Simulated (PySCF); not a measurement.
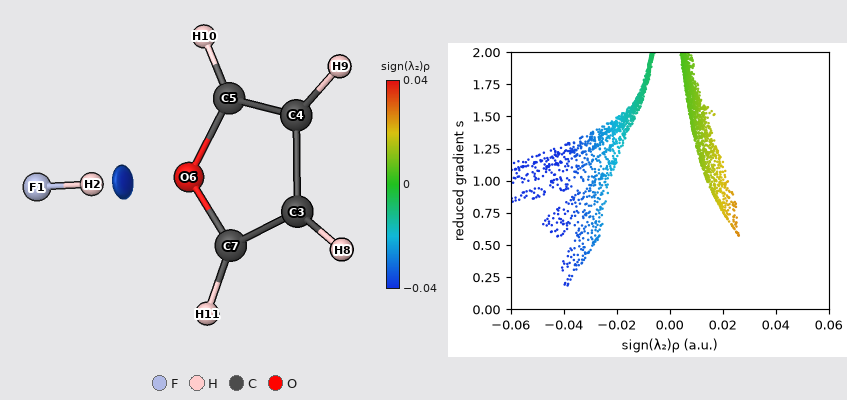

Figure. C$_{4}$H$_{5}$FO, SMILES `F.c1ccoc1`. Non-covalent interaction surfaces between the fragments (reduced density gradient s = 0.4, coloured by sign(λ₂)ρ in a.u.; trimmed to the region between the fragments where ρ is under 0.06 a.u.). Fragment A: HF (atoms 1–2); fragment B: H4C4O. The plot gives s against sign(λ₂)ρ for grid points between the fragments.

Method: B3LYP/def2-SVP; geometry: GFN2-xTB; program: PySCF.

Question: Which interactions hold the two fragments together?

Answer: Bond critical points between the fragments: H2···O6, hydrogen bond, 1.71 Å, ρ = 0.040 a.u. It appears blue (attractive, sign(λ₂)ρ well below zero). The pose is a local one from a semi-empirical search, not shown to be the most stable.

Question: How strongly are they bound?

Answer: The counterpoise-corrected interaction energy of the frozen fragments is −4.7 kcal/mol without dispersion correction and −5.8 kcal/mol with D3(BJ). The pair geometry is semi-empirical, not a minimum at this level.
